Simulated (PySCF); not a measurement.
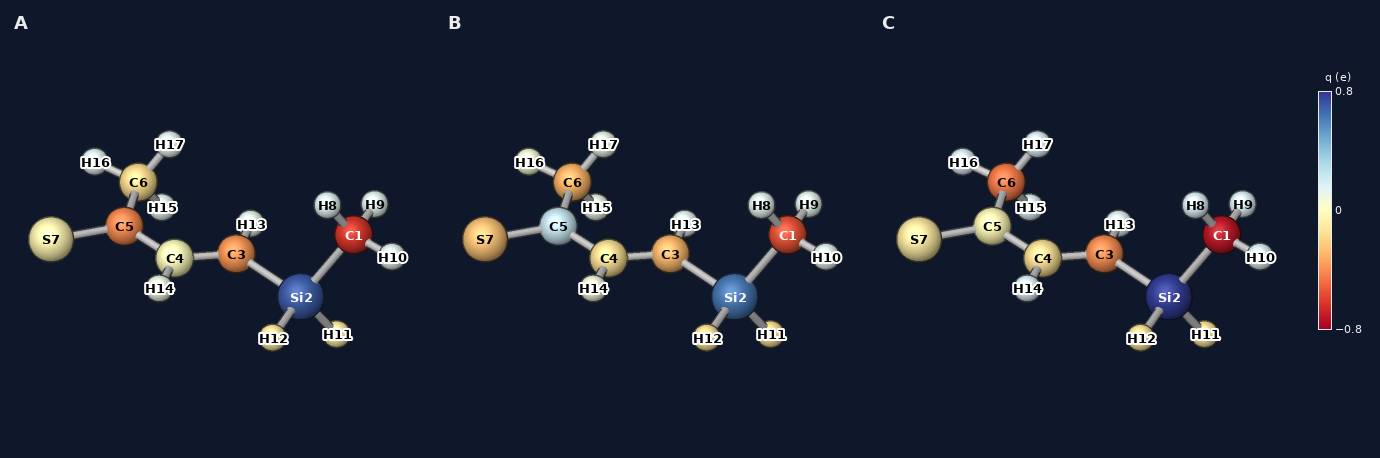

Atomic charges of one calculation by 3 schemes, on one colour scale. Computed geometry: GFN2-xTB optimisation. No frequency run is at hand to confirm it as a minimum. Level of theory: PBE0/pcSseg-1 (PySCF 2.14.0).

### The schemes are ESP-fitted, IAO, Mulliken. Which panel shows which?

A Mulliken, B ESP-fitted, C IAO.

List the charges (e), one line for each set of equivalent atoms.

```json
{"atom": "C1", "Mulliken": "−0.62", "ESP-fitted": "−0.55", "IAO": "−0.72"}
{"atom": "Si2", "Mulliken": "0.70", "ESP-fitted": "0.63", "IAO": "0.78"}
{"atom": "C3", "Mulliken": "−0.37", "ESP-fitted": "−0.28", "IAO": "−0.40"}
{"atom": "C4", "Mulliken": "−0.01", "ESP-fitted": "−0.14", "IAO": "−0.13"}
{"atom": "C5", "Mulliken": "−0.40", "ESP-fitted": "0.23", "IAO": "−0.03"}
{"atom": "C6", "Mulliken": "−0.15", "ESP-fitted": "−0.29", "IAO": "−0.44"}
{"atom": "S7", "Mulliken": "−0.05", "ESP-fitted": "−0.24", "IAO": "−0.09"}
{"atom": "H8", "Mulliken": "0.14", "ESP-fitted": "0.14", "IAO": "0.16"}
{"atom": "H9", "Mulliken": "0.14", "ESP-fitted": "0.13", "IAO": "0.16"}
{"atom": "H10", "Mulliken": "0.14", "ESP-fitted": "0.13", "IAO": "0.16"}
{"atom": "H11", "Mulliken": "−0.08", "ESP-fitted": "−0.16", "IAO": "−0.12"}
{"atom": "H12", "Mulliken": "−0.09", "ESP-fitted": "−0.13", "IAO": "−0.12"}
{"atom": "H13", "Mulliken": "0.13", "ESP-fitted": "0.13", "IAO": "0.15"}
{"atom": "H14", "Mulliken": "0.10", "ESP-fitted": "0.07", "IAO": "0.16"}
{"atom": "H15", "Mulliken": "0.14", "ESP-fitted": "0.12", "IAO": "0.16"}
{"atom": "H16", "Mulliken": "0.14", "ESP-fitted": "0.07", "IAO": "0.17"}
{"atom": "H17", "Mulliken": "0.14", "ESP-fitted": "0.12", "IAO": "0.16"}
```

The geometry is semi-empirical. Around Si such bond lengths and angles can be off by a tenth of an ångström or more and by several degrees, and values that hang on the shape move with them.
